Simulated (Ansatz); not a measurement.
# Electron scattering at the Σ5 (210) boundary in fcc Cu, part 3 of 3

Aim: the relaxed structure and the specific resistance of the Σ5 (210) boundary in fcc Cu.

Ansatz 0.2.0; Ansatz plane-wave DFT, PBE, PAW files; relaxation of a bicrystal slab with its lowest layers held; PAW set soft_1 (the session's first sound run).

So far. Step 3 (Transmission across the boundary): Over the solved energies the transmission per spin lies between 1.82 and 1.84, out of 2.14 channels of the lead on average (up to 2.15). Step 4 (Specific resistance): Averaged over the energies near the Fermi level, 85.7 % of the channels pass, which makes 0.148 fΩ m².

## 5. Single-crystal slab for reference

This step: Ansatz plane-wave DFT, PBE, PAW files; relaxation of a single-crystal slab with its lowest layers held; PAW set soft_1 (Ansatz 0.2.0).

System of this step: Cu slab, plane (2, 1, 0). The cell holds 24 atoms: 24 Cu. Its edges and angles: a = 4.427 Å, b = 3.615 Å, c = 29.592 Å, α = 90.0°, β = 90.0°, γ = 65.9°. It derives from Cu. Vacuum lies along c.

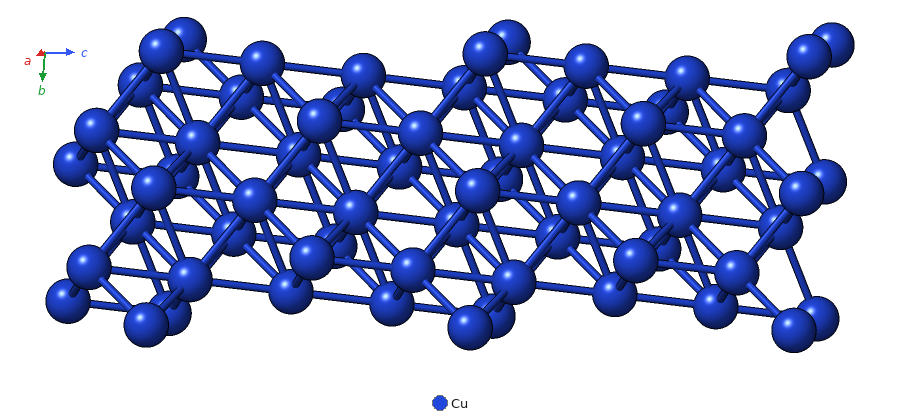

The cell of this step (copper blue). 1×2×1 cells are drawn. Some periodic images of atoms are drawn too.

Contents of input.yaml:

```yaml
crystal:
  lattice:
    - [4.4274037203, 0.0, 0.0]
    - [1.4758012401, 3.2999918941, 0.0]
    - [0.0, 0.0, 29.5915814808]
  atoms:
    - { symbol: Cu, position: [0.2000000003, 0.8999999998, 0.1689669747] }
    - { symbol: Cu, position: [0.8000000003, 0.5999999998, 0.1962831771] }
    - { symbol: Cu, position: [0.4000000003, 0.2999999998, 0.2235993796] }
    - { symbol: Cu, position: [3.0e-10, 0.9999999998, 0.250915582] }
    - { symbol: Cu, position: [0.6000000003, 0.6999999998, 0.2782317844] }
    - { symbol: Cu, position: [0.2000000003, 0.3999999998, 0.3055479868] }
    - { symbol: Cu, position: [0.8000000002, 0.0999999998, 0.3328641892] }
    - { symbol: Cu, position: [0.4000000002, 0.7999999999, 0.3601803916] }
    - { symbol: Cu, position: [2.0e-10, 0.4999999999, 0.3874965941] }
    - { symbol: Cu, position: [0.6000000002, 0.1999999999, 0.4148127965] }
    - { symbol: Cu, position: [0.2000000002, 0.8999999999, 0.4421289989] }
    - { symbol: Cu, position: [0.8000000002, 0.5999999999, 0.4694452013] }
    - { symbol: Cu, position: [0.4000000002, 0.2999999999, 0.4967614037] }
    - { symbol: Cu, position: [1.0e-10, 0.9999999999, 0.5240776062] }
    - { symbol: Cu, position: [0.6000000001, 0.6999999999, 0.5513938086] }
    - { symbol: Cu, position: [0.2000000001, 0.3999999999, 0.578710011] }
    - { symbol: Cu, position: [0.8000000001, 0.0999999999, 0.6060262134] }
    - { symbol: Cu, position: [0.4000000001, 0.7999999999, 0.6333424158] }
    - { symbol: Cu, position: [1.0e-10, 0.5, 0.6606586182] }
    - { symbol: Cu, position: [0.6000000001, 0.2, 0.6879748207] }
    - { symbol: Cu, position: [0.2, 0.9, 0.7152910231] }
    - { symbol: Cu, position: [0.8, 0.6, 0.7426072255] }
    - { symbol: Cu, position: [0.4, 0.3, 0.7699234279] }
    - { symbol: Cu, position: [0.0, 0.0, 0.7972396303] }
kpoints:
  mp_grid: { grid: [7, 7, 1] }
hamiltonian:
  xc: pbe
  pseudopotentials: { kind: paw, azcp: { folder: soft_1 } }
scf:
  occupations: { method: fermi_dirac, width: 0.1 }
relax:
  f_tol: 0.03
  max_steps: 80
  constraints: [{ sites: [0, 1, 2, 3] }]
```

Command:

```console
ansatz run input.yaml --threads 4 --pin off --max-ram 15360MiB --backend cpu --events-out ev --progress --plain --runs-dir out
```

Numbers of over 12 decimals in the logs are rounded to 6 here.

What it wrote:

```text
Warning: crystal.symmetry: narrowed to the stabiliser of the relax constraints — unitary ops 4 → 2; lowered at sites 0, 1, 2, 3, 20, 21, 22, 23 (the operations that carried what is held of a site onto what its image site leaves free; the constrained walk keeps no symmetry that its constraints do not admit)
[...]
Crystal: 24 atoms, lattice volume = 432.345 Å³
Basis set: ecut = 420 eV, 8449 PW (Γ), exchange–correlation on 60×50×400 points (8 copies of the dense FFT grid, shifted against one another)
Bands: 274, of which v1, the nominal top of the filled ones, is band 228 counted from 1 (227 counted from 0)
Symmetry: 2 space group operations
k-points: 16 of 49 (time reversal used)
[...]
SCF iter   1: F=—  HF=-159022.166878 eV  |F-HF|=—  |Δ(HF+E_count)|=         —  Δρ=2.10e-1  dr2=1.15e2  ethr=3.10e-3  ⟨swp⟩=5.8  Hψ=16101  notcnv=0  defer=116
[...]
SCF iter  10: F=-159001.452466 eV  HF=-159001.452456 eV  |F-HF|=1.01e-5  |Δ(HF+E_count)|=   2.09e-5  Δρ=6.99e-5  dr2=1.25e-5  ethr=4.93e-9  ⟨swp⟩=3.0  Hψ=15939  notcnv=0
SCF 1 converged in 10 iterations: F = -159001.452466 eV  dr2 = 1.25e-5
[...]
relax step   1: F+E_penalty+E_count = -159001.45246607 eV  Δ(F+E_penalty+E_count) = +0.000e0 eV  max|allowed force component| = 5.361e-1 eV/Å  Δτ_max = 0.0000 Å  (10 SCF iters, dr2 threshold 2.25e-5 eV, accepted)
[...]
SCF iter   7: F=-159001.482598 eV  HF=-159001.482606 eV  |F-HF|=8.62e-6  |Δ(HF+E_count)|=   1.22e-6  Δρ=4.13e-5  dr2=8.12e-6  ethr=3.94e-9  ⟨swp⟩=4.0  Hψ=13724  notcnv=0
SCF 2 converged in 7 iterations: F = -159001.482598 eV  dr2 = 8.12e-6
relax step   2: F+E_penalty+E_count = -159001.48259752 eV  Δ(F+E_penalty+E_count) = -3.013e-2 eV  max|allowed force component| = 3.381e-1 eV/Å  Δτ_max = 0.0506 Å  (7 SCF iters, dr2 threshold 1.80e-5 eV, accepted)
SCF iter   1: F=—  HF=-159001.550543 eV  |F-HF|=—  |Δ(HF+E_count)|=         —  Δρ=6.95e-3  dr2=1.29e-1  ethr=2.34e-4  ⟨swp⟩=4.9  Hψ=11452  notcnv=0  defer=481
[...]
SCF iter   7: F=-159001.503022 eV  HF=-159001.503025 eV  |F-HF|=3.31e-6  |Δ(HF+E_count)|=   1.42e-5  Δρ=4.59e-5  dr2=6.64e-6  ethr=1.57e-9  ⟨swp⟩=3.1  Hψ=17348  notcnv=0
SCF 3 converged in 7 iterations: F = -159001.503022 eV  dr2 = 6.64e-6
relax step   3: F+E_penalty+E_count = -159001.50302213 eV  Δ(F+E_penalty+E_count) = -2.042e-2 eV  max|allowed force component| = 5.710e-2 eV/Å  Δτ_max = 0.0997 Å  (7 SCF iters, dr2 threshold 7.14e-6 eV, accepted)
SCF iter   1: F=—  HF=-159001.512636 eV  |F-HF|=—  |Δ(HF+E_count)|=         —  Δρ=2.74e-3  dr2=1.73e-2  ethr=4.38e-5  ⟨swp⟩=4.0  Hψ=8001  notcnv=0  defer=497
[...]
SCF iter   8: F=-159001.504395 eV  HF=-159001.504395 eV  |F-HF|=6.24e-8  |Δ(HF+E_count)|=   6.29e-8  Δρ=2.81e-6  dr2=5.01e-8  ethr=2.19e-11  ⟨swp⟩=4.0  Hψ=13801  notcnv=0
SCF 4 converged in 8 iterations: F = -159001.504395 eV  dr2 = 5.01e-8
relax step   4: F+E_penalty+E_count = -159001.50439483 eV  Δ(F+E_penalty+E_count) = -1.373e-3 eV  max|allowed force component| = 1.399e-2 eV/Å  Δτ_max = 0.0222 Å  (8 SCF iters, accepted)
SCF converged after 8 iterations
Free energy (F): -159001.504395 eV
[...]
Internal energy: -159001.257531 eV  (E = F + TS)
E sigma→0 (E₀):  -159001.380963 eV
Entropy (-TS):   -0.246864 eV (-10.286 meV/atom)
Fermi energy:    9.257653 eV
[...]
--- Forces (eV/Å), atoms counted from 1 ---
  atom   1  Cu    -0.02861782     0.01279828     0.53990031
  atom   2  Cu     0.01510282    -0.00675418    -0.07503294
  atom   3  Cu     0.01010976    -0.00452122    -0.36775647
  atom   4  Cu    -0.00755873     0.00338037    -0.10905786
  atom   5  Cu    -0.00048048     0.00021488     0.00349704
  atom   6  Cu    -0.00119161     0.00053290     0.00154247
  atom   7  Cu    -0.00118365     0.00052935     0.00060519
  atom   8  Cu     0.00027543    -0.00012318    -0.00218968
  atom   9  Cu     0.00035676    -0.00015955    -0.00102574
  atom  10  Cu     0.00052477    -0.00023468     0.00223711
  atom  11  Cu     0.00155780    -0.00069667     0.00150159
  atom  12  Cu     0.00162721    -0.00072771     0.00039535
  atom  13  Cu    -0.00044078     0.00019712    -0.00096849
  atom  14  Cu     0.00107666    -0.00048150    -0.00186455
  atom  15  Cu     0.00153421    -0.00068612    -0.00368064
  atom  16  Cu     0.00054957    -0.00024578    -0.00045463
  atom  17  Cu     0.00251378    -0.00112420     0.00097623
  atom  18  Cu     0.00434261    -0.00194207    -0.00069107
  atom  19  Cu     0.00311246    -0.00139193    -0.01138372
  atom  20  Cu    -0.00692059     0.00309498     0.00277409
  atom  21  Cu     0.00461248    -0.00206276    -0.00069447
  atom  22  Cu    -0.00067305     0.00030100    -0.00123881
  atom  23  Cu     0.00749845    -0.00335341     0.01398596
  atom  24  Cu    -0.00774557     0.00346392     0.00856473
  max |Σ_I F_I| component: 5.90e-5 eV/Å
--- Relaxed structure (4 steps of the walk, 4 accepted, 0 SCFs on fresh bases) ---
  F+E_penalty+E_count = -159001.50439483 eV   max|allowed force component| = 1.399e-2 eV/Å
  atoms:
    - { symbol: Cu, position: [0.200000, 0.900000, 0.168966974725] }
    - { symbol: Cu, position: [0.800000, 0.600000, 0.196283] }
    - { symbol: Cu, position: [0.400000, 0.300000, 0.223599379575] }
    - { symbol: Cu, position: [3.124999148340635e-10, 1.000000, 0.250915581975] }
    - { symbol: Cu, position: [0.601133, 0.699433, 0.278865] }
    - { symbol: Cu, position: [0.202745, 0.398628, 0.306230] }
    - { symbol: Cu, position: [0.803857, 0.098071, 0.333560] }
    - { symbol: Cu, position: [0.403276, 0.798362, 0.361319] }
    - { symbol: Cu, position: [0.00317942, 0.498410, 0.388777] }
    - { symbol: Cu, position: [0.602830, 0.198585, 0.416177] }
    - { symbol: Cu, position: [0.202510, 0.898745, 0.443980] }
    - { symbol: Cu, position: [0.802550, 0.598725, 0.471426] }
    - { symbol: Cu, position: [0.403743, 0.298128, 0.498804] }
    - { symbol: Cu, position: [0.00391503, 0.998042, 0.526238] }
    - { symbol: Cu, position: [0.603842, 0.698079, 0.554048] }
    - { symbol: Cu, position: [0.203725, 0.398137, 0.581441] }
    - { symbol: Cu, position: [0.804234, 0.097883, 0.608923] }
    - { symbol: Cu, position: [0.403949, 0.798025, 0.636584] }
    - { symbol: Cu, position: [0.00493855, 0.497531, 0.664195] }
    - { symbol: Cu, position: [0.609082, 0.195459, 0.691330] }
    - { symbol: Cu, position: [0.210515, 0.894742, 0.718665] }
    - { symbol: Cu, position: [0.803299, 0.598351, 0.747991] }
    - { symbol: Cu, position: [0.407973, 0.296014, 0.773779] }
    - { symbol: Cu, position: [0.012991, -0.00649564, 0.797096] }
```

It took 3.3 min on 4 threads of Intel Xeon Platinum 8488C (Sapphire Rapids), shared host; peak memory 3.2 GiB; 12 min of CPU time.

Relaxation path:

```
step  energy less that of the first step (eV)  largest force component (eV/Å)
   1                                   0.0000                          0.5361
   2                                  -0.0301                          0.3381
   3                                  -0.0506                          0.0571
   4                                  -0.0519                          0.0140
```

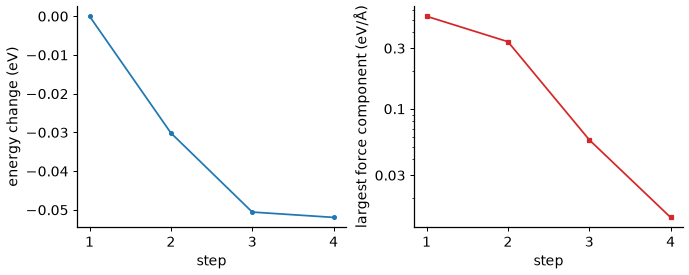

Energy and largest force along the relaxation.

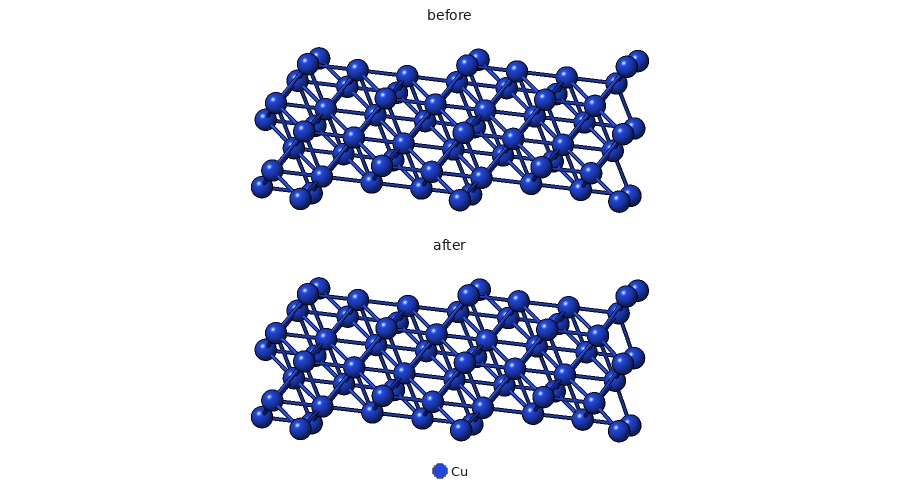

The structure before and after the relaxation, drawn at the same scale.

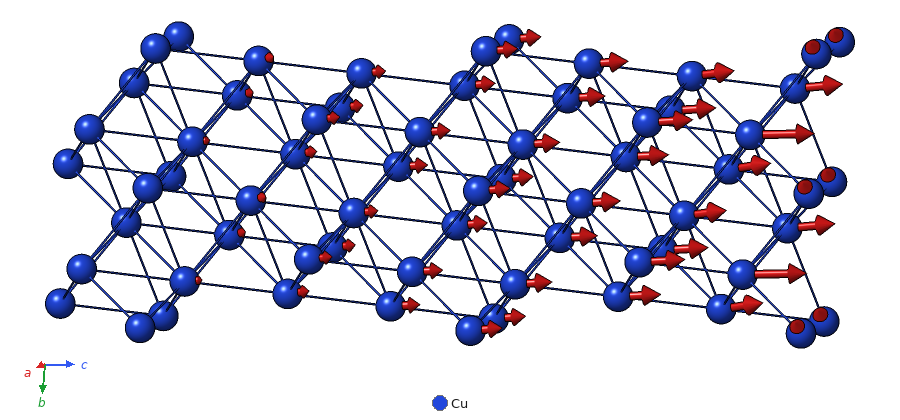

Displacements in the relaxation, exaggerated; the longest in the cell stands for 0.16 Å. 1×2×1 cells are drawn. Some periodic images of atoms are drawn too.

The atoms that moved most (Å):

```
atom     dx      dy     dz  length
Cu22  0.012  -0.005  0.159   0.160
Cu23  0.029  -0.013  0.114   0.119
Cu21  0.039  -0.017  0.100   0.109
Cu19  0.018  -0.008  0.105   0.107
Cu20  0.034  -0.015  0.099   0.106
Cu18  0.015  -0.007  0.096   0.097
Cu17  0.016  -0.007  0.086   0.087
Cu16  0.014  -0.006  0.081   0.082
```

The relaxed structure:

```cif
data_structure
_symmetry_space_group_name_H-M 'P 1'
_symmetry_Int_Tables_number 1
_cell_length_a 4.4274
_cell_length_b 3.6150
_cell_length_c 29.5916
_cell_angle_alpha 90.000
_cell_angle_beta 90.000
_cell_angle_gamma 65.905
_cell_volume 432.34
loop_
_atom_site_label
_atom_site_type_symbol
_atom_site_fract_x
_atom_site_fract_y
_atom_site_fract_z
_atom_site_occupancy
Cu1 Cu 0.20000 0.90000 0.16897 1
Cu2 Cu 0.80000 0.60000 0.19628 1
Cu3 Cu 0.40000 0.30000 0.22360 1
Cu4 Cu 0.00000 0.00000 0.25092 1
Cu5 Cu 0.60113 0.69943 0.27886 1
Cu6 Cu 0.20274 0.39863 0.30623 1
Cu7 Cu 0.80386 0.09807 0.33356 1
Cu8 Cu 0.40328 0.79836 0.36132 1
Cu9 Cu 0.00318 0.49841 0.38878 1
Cu10 Cu 0.60283 0.19859 0.41618 1
Cu11 Cu 0.20251 0.89874 0.44398 1
Cu12 Cu 0.80255 0.59872 0.47143 1
Cu13 Cu 0.40374 0.29813 0.49880 1
Cu14 Cu 0.00392 0.99804 0.52624 1
Cu15 Cu 0.60384 0.69808 0.55405 1
Cu16 Cu 0.20373 0.39814 0.58144 1
Cu17 Cu 0.80423 0.09788 0.60892 1
Cu18 Cu 0.40395 0.79803 0.63658 1
Cu19 Cu 0.00494 0.49753 0.66420 1
Cu20 Cu 0.60908 0.19546 0.69133 1
Cu21 Cu 0.21052 0.89474 0.71866 1
Cu22 Cu 0.80330 0.59835 0.74799 1
Cu23 Cu 0.40797 0.29601 0.77378 1
Cu24 Cu 0.01299 0.99350 0.79710 1
```

This step gave:

| Property | Result |
| --- | --- |
| free energy | -159001.5044 eV |
| energy at zero smearing | -159001.3810 eV |
| Fermi energy | 9.258 eV |

The largest force component on a free atom ends at 0.014 eV/Å, under the tolerance of 0.03, after 4 steps.

## 6. Bulk reference

This step: Ansatz plane-wave DFT, PBE, PAW files; bulk reference; PAW set soft_1 (Ansatz 0.2.0).

System of this step: Cu. It takes space group Fm-3m (No. 225, cubic). The conventional cell has a = 3.615 Å, b = 3.615 Å, c = 3.615 Å, α = 90.00°, β = 90.00°, γ = 90.00°. Cu has 12 Cu at 2.56 Å nearest.

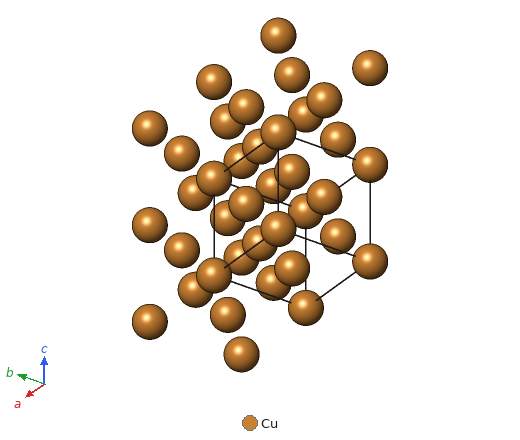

The cell of this step (copper orange). 2×1×2 conventional cells are drawn. Some periodic images of atoms are drawn too.

input.yaml, the sections that differ from step 5:

```yaml
crystal:
  lattice:
    - [0.0, 1.80748, 1.80748]
    - [1.80748, 0.0, 1.80748]
    - [1.80748, 1.80748, 0.0]
  atoms:
    - { symbol: Cu, position: [0.0, 0.0, 0.0] }
kpoints:
  mp_grid: { grid: [21, 21, 21] }
# hamiltonian, scf: as in step 5
# relax: removed
```

What it wrote:

```text
[...]
Crystal: 1 atoms, lattice volume = 11.810 Å³
Basis set: ecut = 420 eV, 259 PW (Γ)
Bands: 14, of which v1, the nominal top of the filled ones, is band 10 counted from 1 (9 counted from 0)
Symmetry: 48 space group operations
[...]
k-points: 286 of 9261
[...]
SCF iter   1: F=—  HF=-6626.103945 eV  |F-HF|=—  |Δ(HF+E_count)|=         —  Δρ=2.68e-1  dr2=5.09e0  ethr=3.10e-3  ⟨swp⟩=4.9  Hψ=19163  notcnv=0
[...]
SCF iter   7: F=-6625.187333 eV  HF=-6625.187333 eV  |F-HF|=7.82e-11  |Δ(HF+E_count)|=  8.28e-11  Δρ=1.66e-6  dr2=1.97e-10  ethr=5.26e-10  ⟨swp⟩=2.0  Hψ=7881  notcnv=0
SCF 1 converged in 7 iterations: F = -6625.187333 eV  dr2 = 1.97e-10
[...]
SCF converged after 7 iterations
Free energy (F): -6625.187333 eV
[...]
Internal energy: -6625.176373 eV  (E = F + TS)
E sigma→0 (E₀):  -6625.181853 eV
Entropy (-TS):   -0.010960 eV (-10.960 meV/atom)
Fermi energy:    16.384214 eV
[...]
```

It took 0.83 s on 4 threads; peak memory 0.36 GiB; 2.5 s of CPU time.

Numbers from this step:

* free energy: -6625.1873 eV
* energy at zero smearing: -6625.1819 eV
* Fermi energy: 16.38 eV

## 7. Boundary energy

This step: Ansatz plane-wave DFT, PBE, PAW files; bicrystal less single-crystal slab less bulk atoms, a boundary area; PAW set soft_1 (Ansatz 0.2.0).

This step gave:

- excess energy of the cell: 0.8652 eV
- boundary energy: 0.9488 J/m²

The boundary costs 0.95 J/m².

By hand: 0.865 eV / 14.61 Å² × 16.02 = 0.949 J/m².

## 8. Summary of results

```json
{"specific resistance of the boundary": "0.148 fΩ m²", "share of channels that pass": "0.857", "boundary energy": "0.949 J/m²"}
```

In words: The boundary has a specific resistance of 0.15 fΩ m² and an energy of 0.95 J/m². The boundary reflects 14 % of the channels; 0.15 fΩ m² is 1.5×10⁻¹² Ω·cm². That equals the resistance of 8.6 nm of bulk Cu at 300 K (measured 1.725 µΩ cm, CRC Handbook of Chemistry and Physics, 84th ed., 2003, Electrical Resistivity of Pure Metals). In the relaxation the upper grain slid sideways by about 0.8 Å, so the result belongs to the position that it found, not to the starting one. One starting structure was relaxed; another shift or atom count at the boundary may lie lower.

[Logs are printed without paths, hosts, clocks, repeated set-up lines and the standing remarks that a program may print on its own settings, such as how far it seeks lower states.]

[Hosts, paths, dates, database ids (printed as entryN), source tags and the programs' standing remarks are cut or masked in the printed files.]
